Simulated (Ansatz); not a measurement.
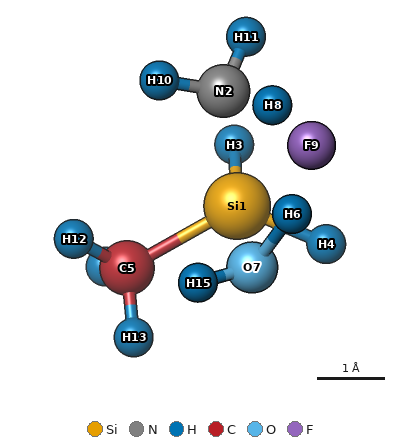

*The structure as given in the input (ball-and-stick view, seen at a tilt; atoms are numbered from 1 in the order of the input).*

**CH$_{10}$FNOSi: molecular dynamics (part 1 of 5)**

The run: molecular dynamics of CH$_{10}$FNOSi. Method and program: UKS PBE-D4/6-31G* (Ansatz 0.2.0).

It belongs to a series of runs on one base structure; here: dynamics from the start. Figures and captions count atoms from 1; the log counts them from 0 in places.

The program's output:
```
Engine: ansatz 0.2.0, aarch64-unknown-linux-gnu
Functional definition: PBE
  parameter kappa = 0.804
  parameter beta = 0.06672455060314922
  exchange = pbe_x(kappa = kappa, mu = beta*pi^2/3)
  correlation = pbe_c(beta = beta)
1276 factors; their error is unknown
mean field evaluation 1: about -15303.8118 eV, gradient 6.1e1 eV
mean field evaluation 2: about -15275.0154 eV, gradient 9.9e1 eV
mean field evaluation 4: about -15318.2168 eV, gradient 6.1e0 eV
mean field evaluation 8: about -15318.3412 eV, gradient 1.6e-1 eV
mean field evaluation 16: about -15318.2629 eV, gradient 1.6e-4 eV
mean field -15318.26293400 eV, -562.9357797329 hartree, gradient 2.7e-5 eV, S^2 0.000000; 0 other end points of the search recorded, 0 dependent functions left out
the calculation of the forces begins
reference -15318.26296361 eV, -562.9357808212 hartree; 27, 27 occupied and 72, 72 virtual orbitals, 1276 factors
md step     0: t =     0.00 fs  T =   300.0 K  F+E_penalty+E_count = -15318.53667369 eV  E_kin = 0.504114 eV  conserved = -15318.03255969 eV  (30 SCF iters)
these checks for a lower state are left out or cut short: starts, cluster_reference, orbital_swaps, neighbouring_geometries, increment
1276 factors; their error is unknown
mean field -15318.21702239 eV, -562.9340925123 hartree, gradient 2.6e-5 eV, S^2 0.000000; 0 other end points of the search recorded, 0 dependent functions left out
the calculation of the forces begins
reference -15318.21705205 eV, -562.9340936024 hartree; 27, 27 occupied and 72, 72 virtual orbitals, 1276 factors
md step     1: t =     0.50 fs  T =   273.3 K  F+E_penalty+E_count = -15318.49067120 eV  E_kin = 0.459205 eV  conserved = -15318.03146581 eV  (32 SCF iters)
[... from here on the SCF iterations and repeated set-up lines of each step are left out, up to the last step ...]
md step     2: t =     1.00 fs  T =   250.7 K  F+E_penalty+E_count = -15318.45113076 eV  E_kin = 0.421255 eV  conserved = -15318.02987614 eV  (31 SCF iters)
md step     3: t =     1.50 fs  T =   246.5 K  F+E_penalty+E_count = -15318.44299934 eV  E_kin = 0.414220 eV  conserved = -15318.02877973 eV  (31 SCF iters)
md step     4: t =     2.00 fs  T =   269.9 K  F+E_penalty+E_count = -15318.48271589 eV  E_kin = 0.453524 eV  conserved = -15318.02919176 eV  (31 SCF iters)
md step     5: t =     2.50 fs  T =   317.0 K  F+E_penalty+E_count = -15318.56377152 eV  E_kin = 0.532741 eV  conserved = -15318.03103100 eV  (31 SCF iters)
md step     6: t =     3.00 fs  T =   371.9 K  F+E_penalty+E_count = -15318.65808132 eV  E_kin = 0.624976 eV  conserved = -15318.03310483 eV  (32 SCF iters, 3 dispersion substeps)
md step     7: t =     3.50 fs  T =   415.9 K  F+E_penalty+E_count = -15318.73322604 eV  E_kin = 0.698905 eV  conserved = -15318.03432097 eV  (32 SCF iters, 3 dispersion substeps)
md step     8: t =     4.00 fs  T =   437.1 K  F+E_penalty+E_count = -15318.76899520 eV  E_kin = 0.734508 eV  conserved = -15318.03448724 eV  (32 SCF iters, 3 dispersion substeps)
md step     9: t =     4.50 fs  T =   432.9 K  F+E_penalty+E_count = -15318.76142798 eV  E_kin = 0.727382 eV  conserved = -15318.03404561 eV  (32 SCF iters, 3 dispersion substeps)
md step    10: t =     5.00 fs  T =   406.9 K  F+E_penalty+E_count = -15318.71715333 eV  E_kin = 0.683686 eV  conserved = -15318.03346737 eV  (32 SCF iters, 3 dispersion substeps)
md step    11: t =     5.50 fs  T =   365.2 K  F+E_penalty+E_count = -15318.64655404 eV  E_kin = 0.613657 eV  conserved = -15318.03289708 eV  (31 SCF iters, 3 dispersion substeps)
md step    12: t =     6.00 fs  T =   314.9 K  F+E_penalty+E_count = -15318.56130859 eV  E_kin = 0.529187 eV  conserved = -15318.03212162 eV  (31 SCF iters, 3 dispersion substeps)
md step    13: t =     6.50 fs  T =   265.4 K  F+E_penalty+E_count = -15318.47683113 eV  E_kin = 0.445967 eV  conserved = -15318.03086429 eV  (32 SCF iters, 3 dispersion substeps)
md step    14: t =     7.00 fs  T =   229.6 K  F+E_penalty+E_count = -15318.41517251 eV  E_kin = 0.385845 eV  conserved = -15318.02932761 eV  (32 SCF iters, 3 dispersion substeps)
md step    15: t =     7.50 fs  T =   221.6 K  F+E_penalty+E_count = -15318.40086778 eV  E_kin = 0.372405 eV  conserved = -15318.02846278 eV  (32 SCF iters, 3 dispersion substeps)
md step    16: t =     8.00 fs  T =   248.5 K  F+E_penalty+E_count = -15318.44685047 eV  E_kin = 0.417600 eV  conserved = -15318.02924998 eV  (31 SCF iters, 3 dispersion substeps)
md step    17: t =     8.50 fs  T =   303.1 K  F+E_penalty+E_count = -15318.54093210 eV  E_kin = 0.509395 eV  conserved = -15318.03153747 eV  (31 SCF iters, 3 dispersion substeps)
md step    18: t =     9.00 fs  T =   365.6 K  F+E_penalty+E_count = -15318.64837589 eV  E_kin = 0.614321 eV  conserved = -15318.03405489 eV  (31 SCF iters, 3 dispersion substeps)
md step    19: t =     9.50 fs  T =   413.5 K  F+E_penalty+E_count = -15318.73035826 eV  E_kin = 0.694801 eV  conserved = -15318.03555764 eV  (30 SCF iters, 3 dispersion substeps)
md step    20: t =    10.00 fs  T =   432.9 K  F+E_penalty+E_count = -15318.76288290 eV  E_kin = 0.727365 eV  conserved = -15318.03551763 eV  (32 SCF iters, 3 dispersion substeps)
md step    21: t =    10.50 fs  T =   423.4 K  F+E_penalty+E_count = -15318.74557798 eV  E_kin = 0.711517 eV  conserved = -15318.03406084 eV  (33 SCF iters, 3 dispersion substeps)
md step    22: t =    11.00 fs  T =   397.5 K  F+E_penalty+E_count = -15318.69984011 eV  E_kin = 0.667893 eV  conserved = -15318.03194694 eV  (32 SCF iters, 3 dispersion substeps)
md step    23: t =    11.50 fs  T =   372.6 K  F+E_penalty+E_count = -15318.65667898 eV  E_kin = 0.626178 eV  conserved = -15318.03050138 eV  (33 SCF iters, 3 dispersion substeps)
md step    24: t =    12.00 fs  T =   360.7 K  F+E_penalty+E_count = -15318.63683430 eV  E_kin = 0.606128 eV  conserved = -15318.03070667 eV  (32 SCF iters, 3 dispersion substeps)
md step    25: t =    12.50 fs  T =   359.8 K  F+E_penalty+E_count = -15318.63670032 eV  E_kin = 0.604555 eV  conserved = -15318.03214512 eV  (32 SCF iters, 3 dispersion substeps)
md step    26: t =    13.00 fs  T =   357.5 K  F+E_penalty+E_count = -15318.63420250 eV  E_kin = 0.600762 eV  conserved = -15318.03344027 eV  (32 SCF iters, 3 dispersion substeps)
md step    27: t =    13.50 fs  T =   342.1 K  F+E_penalty+E_count = -15318.60855143 eV  E_kin = 0.574897 eV  conserved = -15318.03365470 eV  (33 SCF iters, 3 dispersion substeps)
md step    28: t =    14.00 fs  T =   310.5 K  F+E_penalty+E_count = -15318.55457733 eV  E_kin = 0.521742 eV  conserved = -15318.03283537 eV  (31 SCF iters, 3 dispersion substeps)
md step    29: t =    14.50 fs  T =   268.7 K  F+E_penalty+E_count = -15318.48305428 eV  E_kin = 0.451506 eV  conserved = -15318.03154816 eV  (31 SCF iters, 3 dispersion substeps)
md step    30: t =    15.00 fs  T =   227.6 K  F+E_penalty+E_count = -15318.41273424 eV  E_kin = 0.382401 eV  conserved = -15318.03033349 eV  (31 SCF iters, 3 dispersion substeps)
md step    31: t =    15.50 fs  T =   197.9 K  F+E_penalty+E_count = -15318.36203726 eV  E_kin = 0.332535 eV  conserved = -15318.02950250 eV  (31 SCF iters, 3 dispersion substeps)
md step    32: t =    16.00 fs  T =   187.3 K  F+E_penalty+E_count = -15318.34390354 eV  E_kin = 0.314743 eV  conserved = -15318.02916019 eV  (32 SCF iters, 3 dispersion substeps)
md step    33: t =    16.50 fs  T =   199.1 K  F+E_penalty+E_count = -15318.36383597 eV  E_kin = 0.334555 eV  conserved = -15318.02928111 eV  (33 SCF iters, 3 dispersion substeps)
md step    34: t =    17.00 fs  T =   232.3 K  F+E_penalty+E_count = -15318.42007434 eV  E_kin = 0.390293 eV  conserved = -15318.02978088 eV  (32 SCF iters, 3 dispersion substeps)
md step    35: t =    17.50 fs  T =   282.2 K  F+E_penalty+E_count = -15318.50482314 eV  E_kin = 0.474251 eV  conserved = -15318.03057209 eV  (32 SCF iters, 3 dispersion substeps)
md step    36: t =    18.00 fs  T =   341.6 K  F+E_penalty+E_count = -15318.60564807 eV  E_kin = 0.574044 eV  conserved = -15318.03160437 eV  (32 SCF iters, 3 dispersion substeps)
md step    37: t =    18.50 fs  T =   400.9 K  F+E_penalty+E_count = -15318.70646422 eV  E_kin = 0.673614 eV  conserved = -15318.03284980 eV  (32 SCF iters, 3 dispersion substeps)
md step    38: t =    19.00 fs  T =   448.8 K  F+E_penalty+E_count = -15318.78835590 eV  E_kin = 0.754151 eV  conserved = -15318.03420463 eV  (32 SCF iters, 3 dispersion substeps)
md step    39: t =    19.50 fs  T =   473.9 K  F+E_penalty+E_count = -15318.83169147 eV  E_kin = 0.796347 eV  conserved = -15318.03534413 eV  (32 SCF iters, 3 dispersion substeps)
md step    40: t =    20.00 fs  T =   467.6 K  F+E_penalty+E_count = -15318.82144084 eV  E_kin = 0.785721 eV  conserved = -15318.03571958 eV  (32 SCF iters, 3 dispersion substeps)
md step    41: t =    20.50 fs  T =   428.8 K  F+E_penalty+E_count = -15318.75534828 eV  E_kin = 0.720468 eV  conserved = -15318.03488040 eV  (31 SCF iters, 3 dispersion substeps)
md step    42: t =    21.00 fs  T =   367.2 K  F+E_penalty+E_count = -15318.64995753 eV  E_kin = 0.616974 eV  conserved = -15318.03298353 eV  (31 SCF iters, 3 dispersion substeps)
md step    43: t =    21.50 fs  T =   301.5 K  F+E_penalty+E_count = -15318.53748553 eV  E_kin = 0.506638 eV  conserved = -15318.03084749 eV  (31 SCF iters, 3 dispersion substeps)
md step    44: t =    22.00 fs  T =   252.2 K  F+E_penalty+E_count = -15318.45315991 eV  E_kin = 0.423805 eV  conserved = -15318.02935449 eV  (31 SCF iters, 3 dispersion substeps)
md step    45: t =    22.50 fs  T =   233.5 K  F+E_penalty+E_count = -15318.42133779 eV  E_kin = 0.392296 eV  conserved = -15318.02904207 eV  (31 SCF iters, 3 dispersion substeps)
md step    46: t =    23.00 fs  T =   248.0 K  F+E_penalty+E_count = -15318.44675396 eV  E_kin = 0.416663 eV  conserved = -15318.03009057 eV  (32 SCF iters, 3 dispersion substeps)
md step    47: t =    23.50 fs  T =   285.8 K  F+E_penalty+E_count = -15318.51231553 eV  E_kin = 0.480292 eV  conserved = -15318.03202337 eV  (32 SCF iters, 3 dispersion substeps)
md step    48: t =    24.00 fs  T =   329.2 K  F+E_penalty+E_count = -15318.58689083 eV  E_kin = 0.553133 eV  conserved = -15318.03375790 eV  (32 SCF iters, 3 dispersion substeps)
md step    49: t =    24.50 fs  T =   361.1 K  F+E_penalty+E_count = -15318.64132572 eV  E_kin = 0.606841 eV  conserved = -15318.03448496 eV  (32 SCF iters, 3 dispersion substeps)
md step    50: t =    25.00 fs  T =   372.9 K  F+E_penalty+E_count = -15318.66079333 eV  E_kin = 0.626593 eV  conserved = -15318.03420009 eV  (32 SCF iters, 3 dispersion substeps)
md step    51: t =    25.50 fs  T =   364.5 K  F+E_penalty+E_count = -15318.64589758 eV  E_kin = 0.612530 eV  conserved = -15318.03336741 eV  (31 SCF iters, 3 dispersion substeps)
md step    52: t =    26.00 fs  T =   341.7 K  F+E_penalty+E_count = -15318.60653929 eV  E_kin = 0.574121 eV  conserved = -15318.03241849 eV  (31 SCF iters, 3 dispersion substeps)
md step    53: t =    26.50 fs  T =   311.8 K  F+E_penalty+E_count = -15318.55554400 eV  E_kin = 0.523967 eV  conserved = -15318.03157698 eV  (32 SCF iters, 3 dispersion substeps)
md step    54: t =    27.00 fs  T =   282.1 K  F+E_penalty+E_count = -15318.50494848 eV  E_kin = 0.474011 eV  conserved = -15318.03093709 eV  (33 SCF iters, 3 dispersion substeps)
md step    55: t =    27.50 fs  T =   258.0 K  F+E_penalty+E_count = -15318.46416555 eV  E_kin = 0.433589 eV  conserved = -15318.03057638 eV  (32 SCF iters, 3 dispersion substeps)
md step    56: t =    28.00 fs  T =   242.8 K  F+E_penalty+E_count = -15318.43852032 eV  E_kin = 0.407935 eV  conserved = -15318.03058575 eV  (31 SCF iters, 3 dispersion substeps)
md step    57: t =    28.50 fs  T =   236.2 K  F+E_penalty+E_count = -15318.42782643 eV  E_kin = 0.396838 eV  conserved = -15318.03098868 eV  (31 SCF iters, 3 dispersion substeps)
md step    58: t =    29.00 fs  T =   234.8 K  F+E_penalty+E_count = -15318.42618362 eV  E_kin = 0.394556 eV  conserved = -15318.03162782 eV  (31 SCF iters, 3 dispersion substeps)
md step    59: t =    29.50 fs  T =   233.6 K  F+E_penalty+E_count = -15318.42458628 eV  E_kin = 0.392458 eV  conserved = -15318.03212831 eV  (32 SCF iters, 3 dispersion substeps)
md step    60: t =    30.00 fs  T =   228.9 K  F+E_penalty+E_count = -15318.41667767 eV  E_kin = 0.384642 eV  conserved = -15318.03203572 eV  (31 SCF iters, 3 dispersion substeps)
md step    61: t =    30.50 fs  T =   222.7 K  F+E_penalty+E_count = -15318.40532814 eV  E_kin = 0.374167 eV  conserved = -15318.03116102 eV  (32 SCF iters, 3 dispersion substeps)
md step    62: t =    31.00 fs  T =   223.1 K  F+E_penalty+E_count = -15318.40481267 eV  E_kin = 0.374858 eV  conserved = -15318.02995460 eV  (31 SCF iters, 3 dispersion substeps)
md step    63: t =    31.50 fs  T =   240.5 K  F+E_penalty+E_count = -15318.43356012 eV  E_kin = 0.404169 eV  conserved = -15318.02939074 eV  (31 SCF iters, 3 dispersion substeps)
md step    64: t =    32.00 fs  T =   279.5 K  F+E_penalty+E_count = -15318.49985545 eV  E_kin = 0.469732 eV  conserved = -15318.03012373 eV  (31 SCF iters, 3 dispersion substeps)
md step    65: t =    32.50 fs  T =   333.7 K  F+E_penalty+E_count = -15318.59250220 eV  E_kin = 0.560681 eV  conserved = -15318.03182099 eV  (31 SCF iters, 3 dispersion substeps)
md step    66: t =    33.00 fs  T =   388.0 K  F+E_penalty+E_count = -15318.68557952 eV  E_kin = 0.651992 eV  conserved = -15318.03358742 eV  (32 SCF iters, 3 dispersion substeps)
md step    67: t =    33.50 fs  T =   426.6 K  F+E_penalty+E_count = -15318.75160811 eV  E_kin = 0.716772 eV  conserved = -15318.03483641 eV  (32 SCF iters, 3 dispersion substeps)
md step    68: t =    34.00 fs  T =   437.7 K  F+E_penalty+E_count = -15318.77106397 eV  E_kin = 0.735574 eV  conserved = -15318.03548981 eV  (32 SCF iters, 3 dispersion substeps)
md step    69: t =    34.50 fs  T =   416.1 K  F+E_penalty+E_count = -15318.73475170 eV  E_kin = 0.699199 eV  conserved = -15318.03555242 eV  (33 SCF iters, 3 dispersion substeps)
md step    70: t =    35.00 fs  T =   362.8 K  F+E_penalty+E_count = -15318.64443296 eV  E_kin = 0.609688 eV  conserved = -15318.03474487 eV  (32 SCF iters, 3 dispersion substeps)
md step    71: t =    35.50 fs  T =   288.0 K  F+E_penalty+E_count = -15318.51660221 eV  E_kin = 0.483907 eV  conserved = -15318.03269515 eV  (32 SCF iters, 3 dispersion substeps)
md step    72: t =    36.00 fs  T =   212.2 K  F+E_penalty+E_count = -15318.38638915 eV  E_kin = 0.356657 eV  conserved = -15318.02973192 eV  (32 SCF iters, 3 dispersion substeps)
md step    73: t =    36.50 fs  T =   162.6 K  F+E_penalty+E_count = -15318.30070192 eV  E_kin = 0.273286 eV  conserved = -15318.02741607 eV  (31 SCF iters, 3 dispersion substeps)
md step    74: t =    37.00 fs  T =   159.0 K  F+E_penalty+E_count = -15318.29472055 eV  E_kin = 0.267250 eV  conserved = -15318.02747060 eV  (31 SCF iters, 3 dispersion substeps)
md step    75: t =    37.50 fs  T =   200.9 K  F+E_penalty+E_count = -15318.36754108 eV  E_kin = 0.337649 eV  conserved = -15318.02989247 eV  (31 SCF iters, 3 dispersion substeps)
md step    76: t =    38.00 fs  T =   267.3 K  F+E_penalty+E_count = -15318.48218050 eV  E_kin = 0.449186 eV  conserved = -15318.03299456 eV  (31 SCF iters, 3 dispersion substeps)
md step    77: t =    38.50 fs  T =   329.9 K  F+E_penalty+E_count = -15318.58959806 eV  E_kin = 0.554394 eV  conserved = -15318.03520434 eV  (31 SCF iters, 3 dispersion substeps)
md step    78: t =    39.00 fs  T =   367.1 K  F+E_penalty+E_count = -15318.65276544 eV  E_kin = 0.616799 eV  conserved = -15318.03596606 eV  (32 SCF iters, 3 dispersion substeps)
md step    79: t =    39.50 fs  T =   369.9 K  F+E_penalty+E_count = -15318.65693846 eV  E_kin = 0.621608 eV  conserved = -15318.03533050 eV  (32 SCF iters, 3 dispersion substeps)
md step    80: t =    40.00 fs  T =   343.0 K  F+E_penalty+E_count = -15318.61001545 eV  E_kin = 0.576436 eV  conserved = -15318.03357905 eV  (30 SCF iters, 3 dispersion substeps)
md step    81: t =    40.50 fs  T =   301.4 K  F+E_penalty+E_count = -15318.53788386 eV  E_kin = 0.506499 eV  conserved = -15318.03138476 eV  (33 SCF iters, 3 dispersion substeps)
md step    82: t =    41.00 fs  T =   263.9 K  F+E_penalty+E_count = -15318.47333650 eV  E_kin = 0.443491 eV  conserved = -15318.02984508 eV  (32 SCF iters, 3 dispersion substeps)
md step    83: t =    41.50 fs  T =   243.8 K  F+E_penalty+E_count = -15318.43935548 eV  E_kin = 0.409603 eV  conserved = -15318.02975202 eV  (32 SCF iters, 3 dispersion substeps)
md step    84: t =    42.00 fs  T =   242.0 K  F+E_penalty+E_count = -15318.43744929 eV  E_kin = 0.406642 eV  conserved = -15318.03080757 eV  (32 SCF iters, 3 dispersion substeps)
md step    85: t =    42.50 fs  T =   249.8 K  F+E_penalty+E_count = -15318.45164628 eV  E_kin = 0.419677 eV  conserved = -15318.03196975 eV  (31 SCF iters, 3 dispersion substeps)
md step    86: t =    43.00 fs  T =   256.5 K  F+E_penalty+E_count = -15318.46346314 eV  E_kin = 0.430993 eV  conserved = -15318.03247029 eV  (31 SCF iters, 3 dispersion substeps)
md step    87: t =    43.50 fs  T =   256.8 K  F+E_penalty+E_count = -15318.46372246 eV  E_kin = 0.431492 eV  conserved = -15318.03223093 eV  (31 SCF iters, 3 dispersion substeps)
md step    88: t =    44.00 fs  T =   251.7 K  F+E_penalty+E_count = -15318.45459237 eV  E_kin = 0.423028 eV  conserved = -15318.03156422 eV  (31 SCF iters, 3 dispersion substeps)
md step    89: t =    44.50 fs  T =   246.7 K  F+E_penalty+E_count = -15318.44541387 eV  E_kin = 0.414615 eV  conserved = -15318.03079866 eV  (31 SCF iters, 3 dispersion substeps)
md step    90: t =    45.00 fs  T =   248.5 K  F+E_penalty+E_count = -15318.44770394 eV  E_kin = 0.417549 eV  conserved = -15318.03015537 eV  (32 SCF iters, 3 dispersion substeps)
md step    91: t =    45.50 fs  T =   262.8 K  F+E_penalty+E_count = -15318.47146509 eV  E_kin = 0.441662 eV  conserved = -15318.02980307 eV  (32 SCF iters, 3 dispersion substeps)
md step    92: t =    46.00 fs  T =   293.0 K  F+E_penalty+E_count = -15318.52230507 eV  E_kin = 0.492381 eV  conserved = -15318.02992395 eV  (32 SCF iters, 3 dispersion substeps)
md step    93: t =    46.50 fs  T =   337.9 K  F+E_penalty+E_count = -15318.59856742 eV  E_kin = 0.567869 eV  conserved = -15318.03069887 eV  (32 SCF iters, 3 dispersion substeps)
md step    94: t =    47.00 fs  T =   390.7 K  F+E_penalty+E_count = -15318.68879330 eV  E_kin = 0.656583 eV  conserved = -15318.03221004 eV  (31 SCF iters, 3 dispersion substeps)
md step    95: t =    47.50 fs  T =   438.4 K  F+E_penalty+E_count = -15318.77098975 eV  E_kin = 0.736683 eV  conserved = -15318.03430714 eV  (30 SCF iters, 3 dispersion substeps)
md step    96: t =    48.00 fs  T =   463.8 K  F+E_penalty+E_count = -15318.81575407 eV  E_kin = 0.779329 eV  conserved = -15318.03642533 eV  (30 SCF iters, 3 dispersion substeps)
md step    97: t =    48.50 fs  T =   451.3 K  F+E_penalty+E_count = -15318.79578221 eV  E_kin = 0.758361 eV  conserved = -15318.03742119 eV  (30 SCF iters, 3 dispersion substeps)
md step    98: t =    49.00 fs  T =   397.2 K  F+E_penalty+E_count = -15318.70329091 eV  E_kin = 0.667392 eV  conserved = -15318.03589910 eV  (31 SCF iters, 3 dispersion substeps)
md step    99: t =    49.50 fs  T =   319.7 K  F+E_penalty+E_count = -15318.56892429 eV  E_kin = 0.537232 eV  conserved = -15318.03169240 eV  (30 SCF iters, 3 dispersion substeps)
md step   100: t =    50.00 fs  T =   257.7 K  F+E_penalty+E_count = -15318.46052273 eV  E_kin = 0.433117 eV  conserved = -15318.02740556 eV  (32 SCF iters, 3 dispersion substeps)
md step   101: t =    50.50 fs  T =   248.1 K  F+E_penalty+E_count = -15318.44350063 eV  E_kin = 0.416908 eV  conserved = -15318.02659262 eV  (31 SCF iters, 3 dispersion substeps)
```
